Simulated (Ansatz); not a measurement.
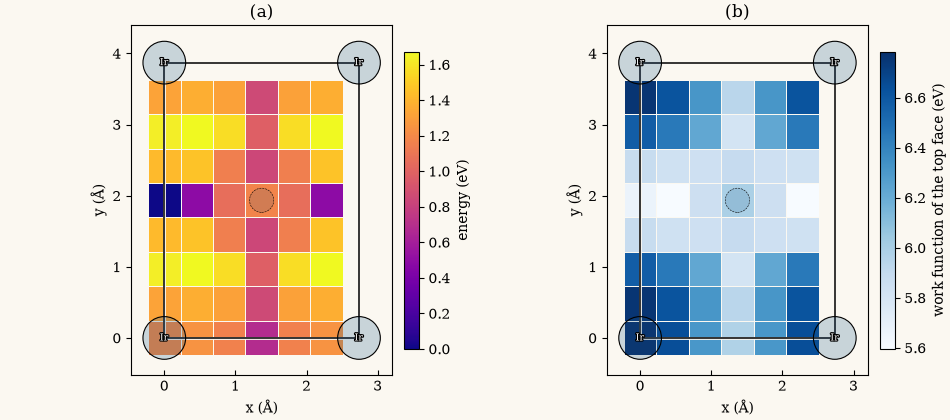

C on an Ir(110) slab cut from the Fm-3m phase, its upper half relaxed before the scan (4 atoms of substrate and one adsorbate in a 1 × 1 cell). C is moved over the surface cell; relaxed at each place: the height of the adsorbate's atoms; substrate rigid; the origin of the map has the adsorbate above Ir4. Places are given modulo a cell vector. The map is drawn in real space over the plane of the surface. The grid has 6 × 8 points; 20 points were computed and 28 follow by symmetry. Energies are in eV, from the lowest grid point. With one adsorbate in each 1 × 1 cell, its nearest image is 2.7 Å away, so neighbouring adsorbates interact. Level of theory: DFT PBE, scalar-relativistic, plane waves, PAW (Ansatz). Settings: cutoff 420 eV, k-mesh 10×7×1, gaussian smearing 0.1 eV, no spin polarisation.

Panel (a) is the energy; panel (b) is the computed work function of the top face, in eV.

The picture shows one coloured cell a grid point, labelled circles for the atoms of the top layer and small ones for the second layer, the outline of one cell of the plane.

> How does the work function of the top face vary over the map, and what is it at the lowest grid point?

It runs from 5.60 eV at (1/6, 4/8) of the cell vectors [nearest 1 Ir at 1.96 Å] to 6.78 eV at the top site over a surface Ir atom, (0/6, 0/8) of the cell vectors. At the lowest grid point, the trough between two rows of top atoms, (0/6, 4/8) of the cell vectors, it is 5.67 eV.

```
second ↓, first →   0/6   1/6   2/6   3/6   4/6   5/6
              7/8  6.76  6.62  6.32  5.94  6.32  6.62
              6/8  6.58  6.45  6.23  5.81  6.23  6.45
              5/8  5.88  5.84  5.84  5.90  5.84  5.84
              4/8  5.67  5.60  5.86  5.99  5.86  5.60
              3/8  5.88  5.84  5.84  5.90  5.84  5.84
              2/8  6.58  6.45  6.23  5.81  6.23  6.45
              1/8  6.76  6.62  6.32  5.94  6.32  6.62
              0/8  6.78  6.65  6.31  5.97  6.31  6.65
```

PAW datasets: the set soft_1.
